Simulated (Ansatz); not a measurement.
## Exact exchange and the vertical ionisation energy of C2H4O2 (glycolaldehyde)

C2H4O2: 8 atoms, total charge 0, spin state singlet. As SMILES, `O=CCO`. Geometry: relaxed at PBE0-D4/def2-TZVP. This is one conformer, not always the lowest.

The vertical ionisation energy (to the doublet cation) y, in eV, basis def2-SVPD; a is the functional's share of exact exchange. Programs: Ansatz 0.2.0.

| functional | program | a | y (eV) |
| --- | --- | --- | --- |
| PBE | Ansatz | 0 | 10.28 |
| r2SCAN | Ansatz | 0 | 10.45 |
| B3LYP | Ansatz | 0.2 | ? |
| PBE0 | Ansatz | 0.25 | 10.74 |
| BHLYP | Ansatz | 0.5 | 10.82 |

Task: Fit y = c + s·a to the known rows and predict B3LYP.

Result: 
1. Means of the 4 rows: a = 0.1875, y = 10.572.
2. Σ(Δa)² = 0.17188, Σ(Δa·Δy) = 0.16563, so the slope is 0.16563/0.17188 = 0.96364.
3. Intercept: 10.572 − (0.96364) × 0.1875 = 10.391. The largest residual of the fit is 0.11.
4. B3LYP: 10.391 + (0.96364) × 0.2 = 10.58 eV.

The run gave 10.75 eV, so the prediction is off by -0.17 eV, more than the scatter of the fit. The rows mix families of semi-local functionals, which the line can't see.

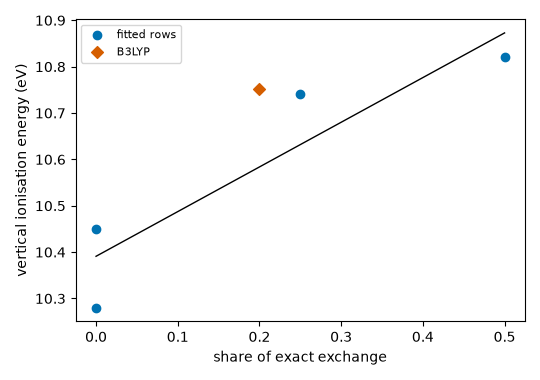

The fitted line, with the withheld row.
